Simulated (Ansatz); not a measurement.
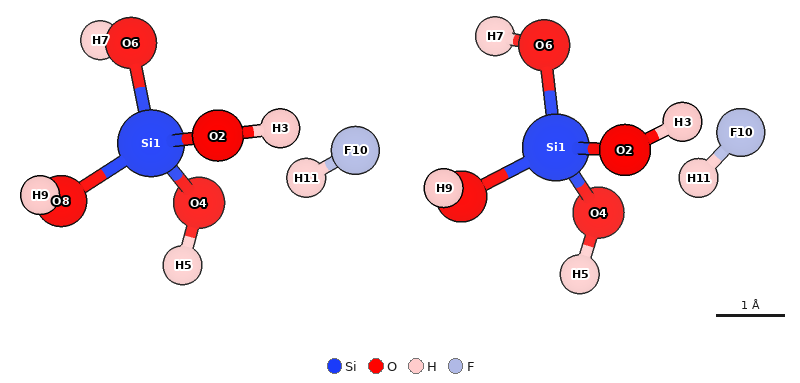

Two geometries of SiH$_{5}$O$_{4}$F, drawn at one scale. One is the start of a relaxation, the other its converged end. Style: ball-and-stick. Shown at a tilt.

The calculation used RKS PBE0/def2-SVP (Ansatz). (no spin polarisation; force threshold 0.03 eV/Å; at most 50 steps)

Q: Which geometry has the lower energy?

A: The left one is the relaxed one. The run prepares an end point of a later path (reaction) calculation, from a guessed geometry. The largest move after the best rigid fit is that of F10, 0.35 Å. Largest moves by element: F 0.35 Å, H 0.30 Å, O 0.26 Å, Si 0.13 Å. Among the contacts that change: Si1–O2 1.653 → 1.633 Å, F10–H11 0.937 → 0.949 Å, Si1–O4 1.677 → 1.686 Å. Bond angles that change, for instance: O2–Si1–O4 108.3° → 110.9°, O4–Si1–O6 109.1° → 106.8°. Groups turn about Si1–O2 by about 30°, Si1–O6 by about 25°. After 9 geometry steps the energy has fallen by 0.290 eV. Largest force component: 0.69 eV/Å at the start, 0.015 eV/Å at the end.
